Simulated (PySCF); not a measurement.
```xyz
7

N     1.064   -0.084   -0.185
Si   -0.652    0.088   -0.018
H     1.669    0.572    0.295
H     1.468   -1.014   -0.159
H    -1.232   -0.232    1.333
H    -1.003    1.508   -0.319
H    -1.306   -0.828   -1.001
```

Where will the first 4 clear peaks of this molecule's radial distribution curve from gas electron diffraction lie, and which pairs make them?

Answer. Peak 1, 1.01 Å: N–H 1.01 Å (×2)
Peak 2, 1.51 Å: Si–H 1.49–1.50 Å (×3)
Peak 3, 1.73 Å: Si–N 1.73 Å
Peak 4, 2.41 Å: Si···H 2.39 Å (×2), N···H 2.61 Å (×2), not resolved; in its flanks N···H 2.76 Å

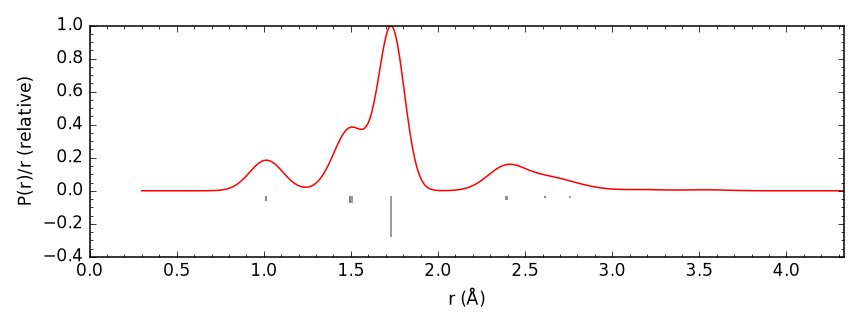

Simulated gas electron diffraction: radial distribution curve of H₅NSi. Each pair of atoms contributes with weight ZᵢZⱼ/r (bars below the curve); damping constant 0.0015 Å²; vibrational amplitudes assumed, not computed: 0.05 Å for bonds, 0.078 Å for bonds to H, 0.06 + 0.015 r up to 0.15 Å for other pairs. The geometry is the end point of an optimisation (PBE0-D3(BJ)/def2-SVP geometry optimisation, gas phase in PySCF); it may be a saddle point or a higher isomer.
